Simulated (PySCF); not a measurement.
## Electronic structure of C$_{2}$H$_{9}$ClOSi$_{3}$ in real space

```yaml
atoms:
  - { symbol: C, position_ang: [-2.9580, 1.0115, 0.2403] }
  - { symbol: C, position_ang: [-1.8110, 0.5709, -0.2558] }
  - { symbol: Si, position_ang: [-1.1022, -1.1650, -0.0132] }
  - { symbol: Cl, position_ang: [-2.4929, -2.2650, 0.9999] }
  - { symbol: Si, position_ang: [0.8898, -1.1751, 1.1569] }
  - { symbol: O, position_ang: [1.8696, -0.2046, 0.3037] }
  - { symbol: Si, position_ang: [2.8924, 0.8994, -0.2890] }
  - { symbol: H, position_ang: [-3.3098, 2.0212, 0.0911] }
  - { symbol: H, position_ang: [-3.6027, 0.3693, 0.8185] }
  - { symbol: H, position_ang: [-1.1984, 1.2600, -0.8260] }
  - { symbol: H, position_ang: [-1.0648, -1.7735, -1.3561] }
  - { symbol: H, position_ang: [1.5881, -2.4651, 1.2116] }
  - { symbol: H, position_ang: [0.8417, -0.6251, 2.5181] }
  - { symbol: H, position_ang: [4.0655, 0.1666, -0.7562] }
  - { symbol: H, position_ang: [2.1677, 1.5540, -1.3776] }
  - { symbol: H, position_ang: [3.2174, 1.8296, 0.7898] }
```

Geometry: GFN2-xTB.

Method: PySCF 2.14.0, PBE0/pcSseg-1, SCF density, gas phase, non-relativistic.

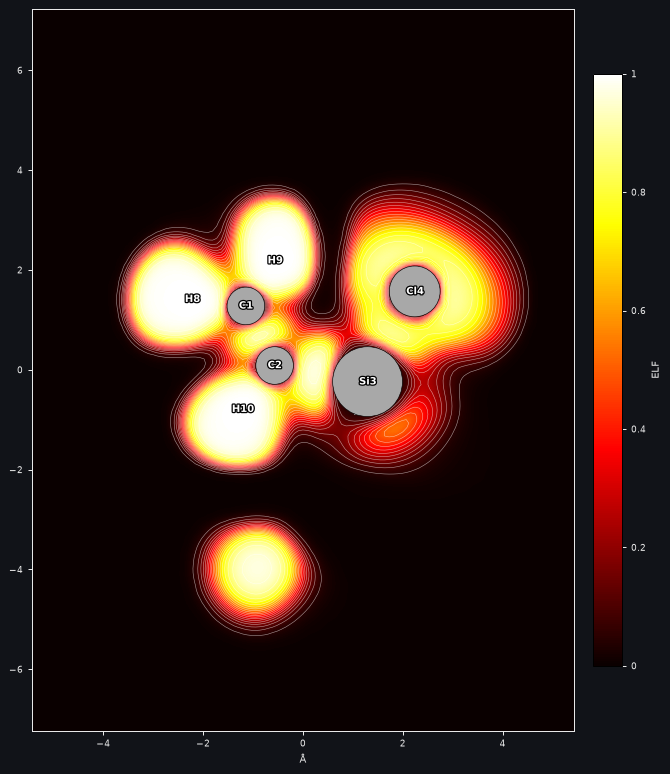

Figure 1. ELF on the plane of atoms C1, C2 and H10. Grey discs cover the atomic cores.

### Describe what can be read from this map.

- The plane passes through C, Si, Cl and H nuclei.
- C–C (1.33 Å): the ELF peaks at about 0.90 between the atoms (a short, multiple covalent bond).
- C–Si (1.89 Å): the ELF peaks at about 0.95 between the atoms (localised, covalent bonding).
- Si–Cl (2.04 Å): the ELF peaks at about 0.90 between the atoms: a polar covalent bond.
- C–H (1.08 Å): the ELF climbs to about 1 towards the hydrogen, as it does in any bond to H; an ordinary covalent bond to hydrogen.
- The ELF also peaks beside Cl4, away from the bonds: lone-pair regions.

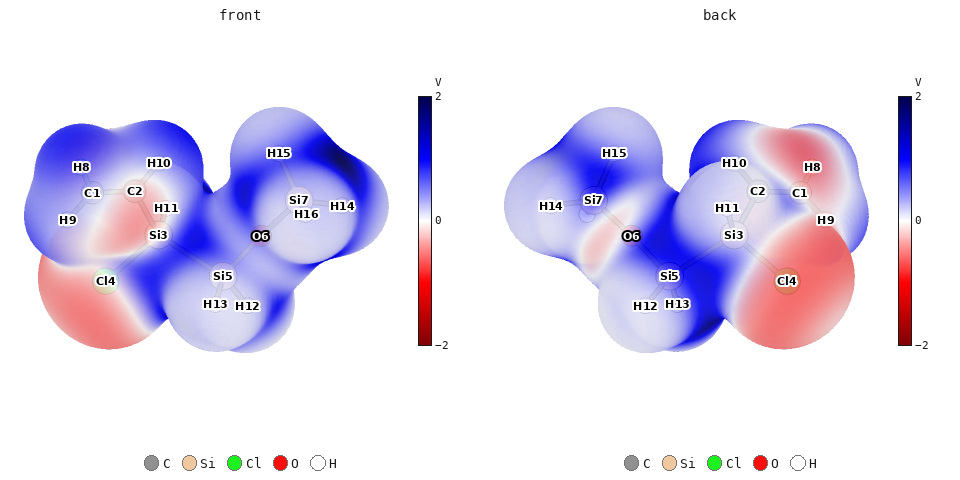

Figure 2. The molecular electrostatic potential painted on the density surface at 0.002 e/bohr³, seen from the front and from behind; red is negative and blue positive.

### Which sites attract a positive test charge, and which a negative one?

A positive charge is drawn to the negative regions and a negative charge to the positive ones. The most negative region (about −0.6 V) lies over Cl4, the most positive (about +1.7 V) over Si7.

### How polar is the molecule by this calculation?

Its dipole moment is 2.01 D.
